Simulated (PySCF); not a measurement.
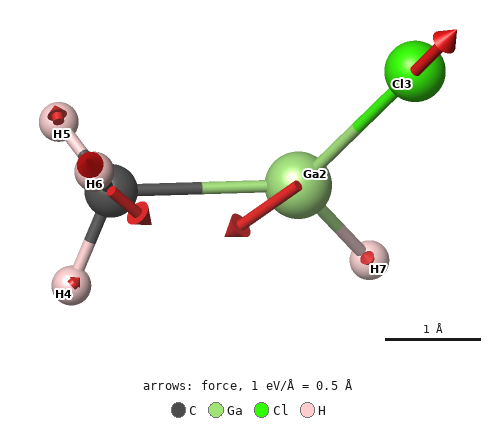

Starting geometry of CH4ClGa with the computed forces as red arrows. The picture is a ball-and-stick view, seen from a free direction.

The start comes from GFN2-xTB. Its atoms were then displaced at random by about 0.01 Å.

These are results of PBE0-D3(BJ)/def2-SVP geometry optimisation, gas phase in PySCF, not measurements. 

Question: Is this structure relaxed? If not, where do the atoms go?

Answer: It isn't relaxed: the largest force vector, on the Ga atom, is 2.19 eV/Å. The final displacements follow the starting forces only in part (cosine between the two patterns 0.38). After 5 geometry steps the energy has fallen by 2.79 kcal/mol. The largest move after the best rigid fit is that of the Cl atom, 0.11 Å. By element the largest moves are Cl 0.11 Å, Ga 0.09 Å, H 0.09 Å, C 0.03 Å. Some distances before and after: Cl–Ga 2.075 → 2.164 Å, C–Ga 2.010 → 1.951 Å, C–H 1.071 → 1.099 Å, Ga–H 1.585 → 1.561 Å. Bond angles that change, for instance: C–Ga–H 126.3° → 131.5°, C–Ga–Cl 119.2° → 114.5°, Ga–C–H 111.6° → 108.9°.
